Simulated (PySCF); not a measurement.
# C₉H₄F₄O₂: NMR shifts at several levels of theory, part 1 of 2

Aim: compute the NMR shifts of C₉H₄F₄O₂ (`O=C1Cc2c(F)c(F)c(F)c(F)c2CO1`) at several levels, and see how far they spread and what each costs.

Computed with PySCF 2.14.0, with density-fitted response routines of our own, on a single molecule in the gas phase. Atoms are numbered from 0 throughout.

### 1 Starting geometry

19 atoms, charge 0, multiplicity 1; geometry from: GFN2-xTB.

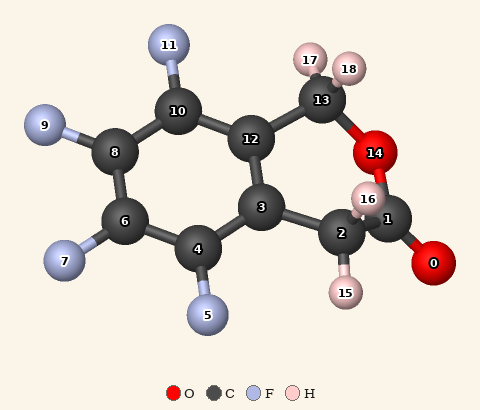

As it starts; oxygen red, carbon dark grey, fluorine light blue, hydrogen pink, atoms numbered; sticks join atoms by distance.

### 2 Optimising the geometry at PBE0-D3(BJ)/def2-SVP

Job settings and geometry (Å):

```
{"job": {"xc": "PBE0", "basis": "def2-SVP", "d3": "d3bj", "grid": 1, "kind": "geom"}, "charge": 0, "multiplicity": 1}
O     -3.890750     0.920890    -0.358940
C     -2.932800     0.388550     0.115880
C     -1.806530     1.154000     0.812570
C     -0.486720     0.582530     0.414410
C      0.620840     1.351330     0.081410
F      0.541460     2.685410     0.119510
C      1.820830     0.745280    -0.278420
F      2.885930     1.485970    -0.585500
C      1.911060    -0.644630    -0.311150
F      3.063340    -1.228750    -0.642280
C      0.792910    -1.413580    -0.003640
F      0.875190    -2.748080    -0.046360
C     -0.399550    -0.805330     0.356640
C     -1.660690    -1.559460     0.658230
O     -2.789820    -0.940860     0.063160
H     -1.890450     2.213610     0.573890
H     -1.955820     1.028410     1.890860
H     -1.629660    -2.572230     0.251570
H     -1.810930    -1.621260     1.746060
```

Standard output:

```text
step   0  E = -893.58529413  max force = 0.012311
step   1  E = -893.58634624  max force = 0.004733
step   2  E = -893.58648288  max force = 0.002808
step   3  E = -893.58661089  max force = 0.001369
step   4  E = -893.58666042  max force = 0.001191
step   5  E = -893.58672722  max force = 0.001377
step   6  E = -893.58677776  max force = 0.001338
step   7  E = -893.58679337  max force = 0.000743
step   8  E = -893.58680392  max force = 0.000309
optimisation converged
```

Run time: 2.5 min. Hardware: 8 threads of Arm Neoverse V2, shared host.

Along the way:

| step | energy from step 0 (eV) | largest force component (eV/Å) |
| --- | --- | --- |
| 0 | 0.0000 | 0.6331 |
| 1 | -0.0286 | 0.2434 |
| 2 | -0.0323 | 0.1444 |
| 3 | -0.0358 | 0.0704 |
| 4 | -0.0372 | 0.0612 |
| 5 | -0.0390 | 0.0708 |
| 6 | -0.0404 | 0.0688 |
| 7 | -0.0408 | 0.0382 |
| 8 | -0.0411 | 0.0159 |

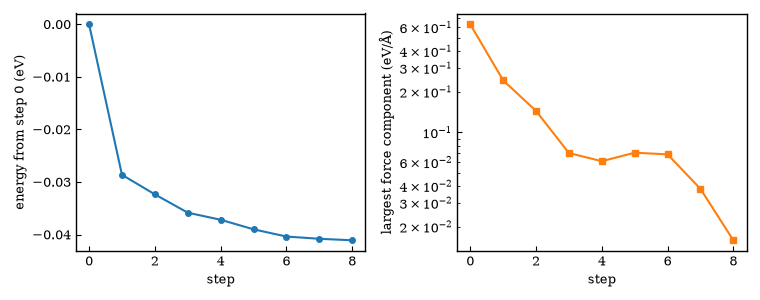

Energy and largest force along the relaxation.

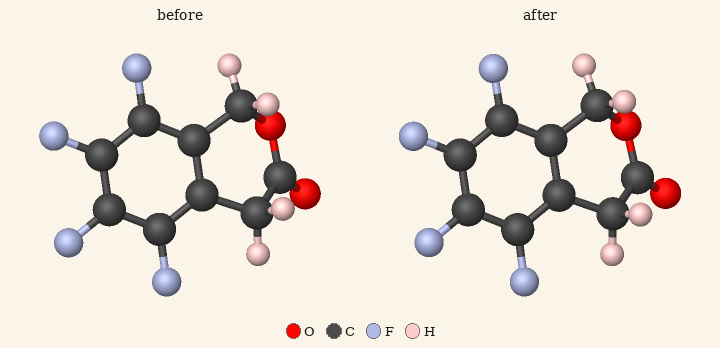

Before and after, at one scale.

Close pairs (by a distance rule), those that changed most:

| bond | before (Å) | after (Å) | change (Å) |
| --- | --- | --- | --- |
| C6–F7 | 1.333 | 1.319 | -0.014 |
| C8–F9 | 1.334 | 1.320 | -0.014 |
| C1–C2 | 1.530 | 1.518 | -0.012 |
| C4–F5 | 1.337 | 1.326 | -0.011 |
| C2–H16 | 1.096 | 1.107 | +0.011 |
| C10–F11 | 1.338 | 1.327 | -0.011 |
| C1–O14 | 1.338 | 1.347 | +0.009 |
| C2–H15 | 1.089 | 1.097 | +0.007 |

The next job starts from the end point, and lists it.

| at the end point | value |
| --- | --- |
| point group (found at 0.08 Å tolerance) | C1 |
| rotational constants (GHz, main isotopes) | 0.952, 0.470, 0.324 |
| dipole moment (D) | 2.88 |

### 3 NMR shieldings: PBE0/pcSseg-1

Job settings and geometry (Å):

```
{"job": {"kind": "nmr", "xc": "PBE0", "basis": "pcSseg-1", "pop": false}, "charge": 0, "multiplicity": 1}
O     -3.969180     0.910292    -0.338985
C     -2.966450     0.398914     0.060679
C     -1.829585     1.176255     0.698991
C     -0.489692     0.582347     0.396098
C      0.650015     1.345661     0.178987
F      0.601189     2.668904     0.246106
C      1.869702     0.731248    -0.108233
F      2.951777     1.457343    -0.310386
C      1.945445    -0.658084    -0.188895
F      3.097055    -1.238866    -0.467628
C      0.799736    -1.424078     0.023078
F      0.887302    -2.745172    -0.063402
C     -0.410752    -0.810355     0.313451
C     -1.678480    -1.570639     0.550348
O     -2.797225    -0.933631    -0.041908
H     -1.911309     2.218433     0.367845
H     -2.006953     1.176979     1.791518
H     -1.628012    -2.575897     0.114341
H     -1.856742    -1.687853     1.635895
```

Level: GIAO PBE0/pcSseg-1 NMR shielding, non-relativistic, gas phase.

Standard output:

```text
coarse grid: 18776 points
cycle   1  E = -893.7662812096  dE =  3.309e+00  |g| = 1.179e+00  |ddm| = 4.780e+00
cycle   2  E = -893.1903932062  dE =  5.759e-01  |g| = 2.137e+00  |ddm| = 3.097e+00
cycle   3  E = -893.9943678875  dE = -8.040e-01  |g| = 3.078e-01  |ddm| = 2.243e+00
cycle   4  E = -894.0083383087  dE = -1.397e-02  |g| = 1.536e-01  |ddm| = 3.497e-01
cycle   5  E = -894.0125697417  dE = -4.231e-03  |g| = 2.534e-02  |ddm| = 1.373e-01
cycle   6  E = -894.0126937772  dE = -1.240e-04  |g| = 1.034e-02  |ddm| = 2.876e-02
cycle   7  E = -894.0127150887  dE = -2.131e-05  |g| = 2.883e-03  |ddm| = 9.593e-03
cycle   8  E = -894.0127164924  dE = -1.404e-06  |g| = 9.767e-04  |ddm| = 3.072e-03
final grid: 191192 points
cycle   9  E = -894.1460442034  dE = -4.686e-05  |g| = 1.481e-02  |ddm| = 6.199e-02
cycle  10  E = -894.1459665490  dE =  7.765e-05  |g| = 2.541e-02  |ddm| = 3.468e-02
cycle  11  E = -894.1460836216  dE = -1.171e-04  |g| = 2.556e-03  |ddm| = 2.323e-02
cycle  12  E = -894.1460848388  dE = -1.217e-06  |g| = 6.707e-04  |ddm| = 2.501e-03
cycle  13  E = -894.1460849161  dE = -7.734e-08  |g| = 1.695e-04  |ddm| = 6.874e-04
cycle  14  E = -894.1460849209  dE = -4.775e-09  |g| = 6.143e-05  |ddm| = 1.885e-04
cycle  15  E = -894.1460849217  dE = -8.224e-10  |g| = 1.968e-05  |ddm| = 7.750e-05
converged SCF energy = -894.1460849217

GIAO shielding tensors (ppm)
atom      isotropic    diamagn.    paramagn.     s11        s22        s33       span
  0 O     -123.369     393.241    -516.611   -430.627   -231.953    292.472    723.098
  1 C       16.870     247.185    -230.315    -82.921     64.079     69.452    152.373
  2 C      154.981     245.821     -90.840    143.572    150.341    171.031     27.459
  3 C       64.179     267.643    -203.464     -9.430     39.611    162.357    171.787
  4 C       33.369     248.410    -215.041    -22.507     29.841     92.773    115.280
  5 F      325.484     476.197    -150.714    254.951    274.862    446.639    191.688
  6 C       36.056     257.357    -221.301     -3.239     14.113     97.295    100.535
  7 F      339.306     473.809    -134.503    264.297    284.152    469.469    205.173
  8 C       37.312     257.569    -220.257     -0.681     15.048     97.568     98.249
  9 F      341.540     473.731    -132.191    268.288    287.228    469.102    200.814
 10 C       34.518     249.624    -215.107    -18.578     30.240     91.890    110.468
 11 F      327.598     476.292    -148.694    255.987    276.594    450.214    194.228
 12 C       64.976     268.512    -203.536     -8.141     35.466    167.603    175.743
 13 C      121.864     239.148    -117.284     97.219    106.373    162.001     64.782
 14 O      136.019     394.531    -258.511    -84.639    222.310    270.387    355.026
 15 H       27.450      29.388      -1.938     21.443     29.153     31.755     10.313
 16 H       28.245      26.887       1.358     25.164     25.612     33.957      8.793
 17 H       25.791      27.788      -1.997     19.765     27.051     30.556     10.790
 18 H       26.313      27.096      -0.783     22.270     25.656     31.014      8.745
```

It took 54 s on 8 threads of Arm Neoverse V2, shared host.

The references, computed at this level on geometries of the same kind, shield at (ppm): 1H TMS 31.27, 13C TMS 184.4, 19F CFCl3 177.2, 17O H2O 334.6. Their shielding less the atom's gives the shift. The references are single molecules in the gas phase, so shifts against H2O, NH3, PH3, H3PO4 or CFCl3 are not on the usual liquid scales and can be off by tens of ppm. Atoms listed in one row are averaged.

| atoms | environment | σ (ppm) | δ (ppm) | δ scaled to CDCl3 |
| --- | --- | --- | --- | --- |
| C1 | ester carbonyl carbon | 16.9 | 167.5 | 162.2 |
| C4 | aromatic carbon bearing fluorine | 33.4 | 151.0 | 146.2 |
| C10 | aromatic carbon bearing fluorine | 34.5 | 149.9 | 145.0 |
| C6 | aromatic carbon bearing fluorine | 36.1 | 148.4 | 143.5 |
| C8 | aromatic carbon bearing fluorine | 37.3 | 147.1 | 142.3 |
| C3 | substituted aromatic carbon | 64.2 | 120.2 | 116.2 |
| C12 | substituted aromatic carbon | 65.0 | 119.4 | 115.5 |
| C13 | sp3 CH2 bonded to O, on an aromatic ring | 121.9 | 62.5 | 60.2 |
| C2 | sp3 CH2 α to a carbonyl | 155.0 | 29.4 | 28.1 |
| H17, H18 | hydrogen on an sp3 CH2 bonded to O, on an aromatic ring | 26.05 | 5.22 | 5.16 |
| H15, H16 | hydrogen on an sp3 CH2 α to a carbonyl | 27.85 | 3.42 | 3.46 |
| O0 | ester carbonyl oxygen | -123.4 | 457.9 | – |
| O14 | ester alkoxy oxygen | 136.0 | 198.5 | – |
| F5 | aryl fluorine | 325.5 | -148.2 | – |
| F11 | aryl fluorine | 327.6 | -150.4 | – |
| F7 | aryl fluorine | 339.3 | -162.1 | – |
| F9 | aryl fluorine | 341.5 | -164.3 | – |

The scaled column applies a straight-line fit of computed shieldings to shifts measured in CDCl3, and one for carbons that bear F (root-mean-square error 0.21 ppm for H, 2.0 ppm for C).

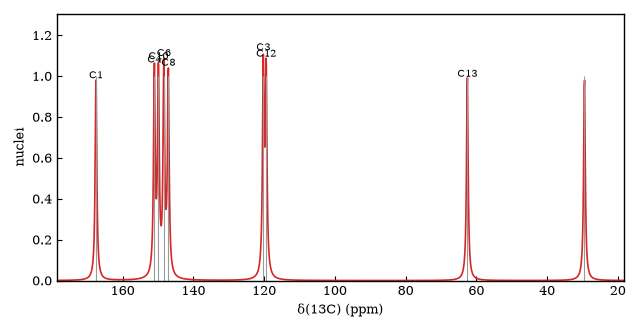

13C lines at the computed shifts, without couplings. Lines are broadened to a width of 0.55 ppm (Lorentzian).

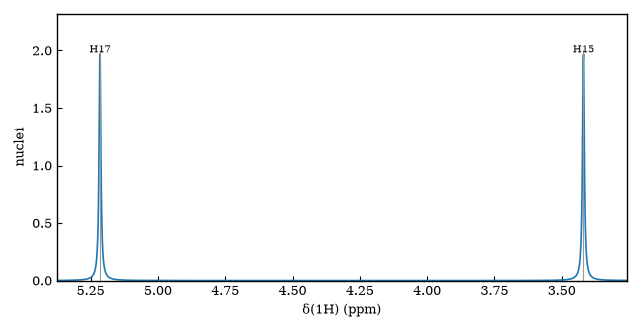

1H lines at the computed shifts, without couplings. Lines are broadened to a width of 0.01 ppm (Lorentzian).

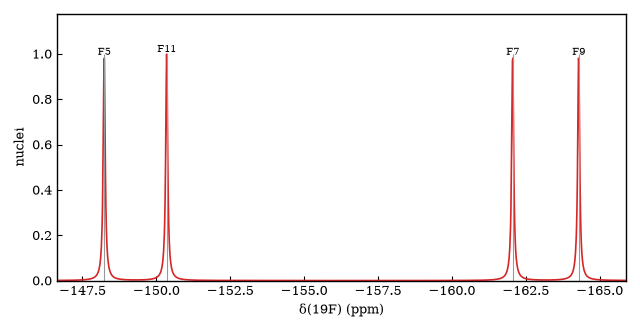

19F lines at the computed shifts, without couplings. Lines are broadened to a width of 0.08 ppm (Lorentzian).

Ring of atoms C1, C2, C3, C12, C13, O14: NICS(0) -0.6, NICS(1) -2.0, NICS(1)zz 1.7 ppm (means of both faces; NICS(1) differs between them: -3.1 and -0.9).

Ring of atoms C3, C4, C6, C8, C10, C12: NICS(0) -14.4, NICS(1) -11.5, NICS(1)zz -23.9 ppm (means of both faces).

### 4 Shielding tensors: PBE/pcSseg-1

The job, as its differences from that of step 3:

```diff
@@ -1,2 +1,2 @@
-{"job": {"kind": "nmr", "xc": "PBE0", "basis": "pcSseg-1", "pop": false}, "charge": 0, "multiplicity": 1}
+{"job": {"kind": "nmr", "xc": "PBE", "basis": "pcSseg-1", "pop": false}, "charge": 0, "multiplicity": 1}
 O     -3.969180     0.910292    -0.338985
```

Method: GIAO PBE/pcSseg-1 NMR shielding, non-relativistic, gas phase.

Standard output:

```text
coarse grid: 18776 points
cycle   1  E = -893.7127122150  dE =  2.841e+00  |g| = 1.223e+00  |ddm| = 4.813e+00
cycle   2  E = -890.4875168801  dE =  3.225e+00  |g| = 3.376e+00  |ddm| = 4.372e+00
cycle   3  E = -893.7120440120  dE = -3.225e+00  |g| = 1.068e+00  |ddm| = 3.915e+00
cycle   4  E = -893.9495997528  dE = -2.376e-01  |g| = 2.950e-01  |ddm| = 9.747e-01
cycle   5  E = -893.9475053218  dE =  2.094e-03  |g| = 3.538e-01  |ddm| = 7.012e-01
cycle   6  E = -893.9715816876  dE = -2.408e-02  |g| = 6.119e-02  |ddm| = 3.252e-01
cycle   7  E = -893.9721833403  dE = -6.017e-04  |g| = 3.363e-02  |ddm| = 8.974e-02
cycle   8  E = -893.9724172088  dE = -2.339e-04  |g| = 1.374e-02  |ddm| = 4.662e-02
cycle   9  E = -893.9724650386  dE = -4.783e-05  |g| = 3.187e-03  |ddm| = 1.730e-02
cycle  10  E = -893.9724664371  dE = -1.399e-06  |g| = 1.835e-03  |ddm| = 5.046e-03
final grid: 191192 points
cycle  11  E = -894.1527308692  dE = -3.263e-05  |g| = 2.460e-02  |ddm| = 8.725e-02
cycle  12  E = -894.1522508176  dE =  4.801e-04  |g| = 5.658e-02  |ddm| = 7.141e-02
cycle  13  E = -894.1528336255  dE = -5.828e-04  |g| = 6.441e-03  |ddm| = 5.635e-02
cycle  14  E = -894.1528420849  dE = -8.459e-06  |g| = 1.944e-03  |ddm| = 6.842e-03
cycle  15  E = -894.1528427646  dE = -6.798e-07  |g| = 4.897e-04  |ddm| = 2.045e-03
cycle  16  E = -894.1528428040  dE = -3.940e-08  |g| = 2.359e-04  |ddm| = 6.026e-04
cycle  17  E = -894.1528428180  dE = -1.401e-08  |g| = 5.312e-05  |ddm| = 2.950e-04
cycle  18  E = -894.1528428187  dE = -6.573e-10  |g| = 1.505e-05  |ddm| = 6.215e-05
converged SCF energy = -894.1528428187

GIAO shielding tensors (ppm)
atom      isotropic    diamagn.    paramagn.     s11        s22        s33       span
  0 O     -114.515     393.769    -508.284   -407.000   -218.196    281.650    688.650
  1 C       15.694     247.646    -231.952    -76.310     60.743     62.648    138.958
  2 C      149.772     247.754     -97.982    137.996    145.055    166.266     28.269
  3 C       62.362     267.624    -205.262     -6.326     38.657    154.755    161.081
  4 C       29.982     249.013    -219.032    -17.420     23.125     84.240    101.660
  5 F      306.174     475.544    -169.370    232.295    247.364    438.865    206.570
  6 C       32.386     257.897    -225.512      1.216      7.197     88.744     87.527
  7 F      320.933     472.312    -151.379    233.295    265.280    464.225    230.930
  8 C       33.736     258.068    -224.332      3.875      8.260     89.074     85.198
  9 F      323.610     472.147    -148.537    238.332    268.671    463.826    225.493
 10 C       31.033     250.121    -219.088    -13.489     23.649     82.940     96.429
 11 F      308.486     475.527    -167.041    233.753    249.285    442.419    208.666
 12 C       63.818     268.538    -204.720     -5.528     35.606    161.375    166.903
 13 C      114.893     241.462    -126.569     88.689     99.526    156.464     67.776
 14 O      121.030     395.118    -274.088   -105.558    203.322    265.324    370.882
 15 H       27.497      29.952      -2.454     21.869     29.321     31.303      9.434
 16 H       28.159      27.200       0.959     25.173     25.758     33.546      8.373
 17 H       25.712      28.219      -2.508     19.972     27.038     30.124     10.152
 18 H       26.098      27.385      -1.288     22.143     25.634     30.517      8.374
```

Wall time 32 s (8 threads of Arm Neoverse V2, shared host).

Key values: δ C1 164.3, C4 150.0, C10 149.0, C6 147.6, H17 5.29, H15 3.37 ppm (means over like atoms).

(Continued in part 2 of 2.)
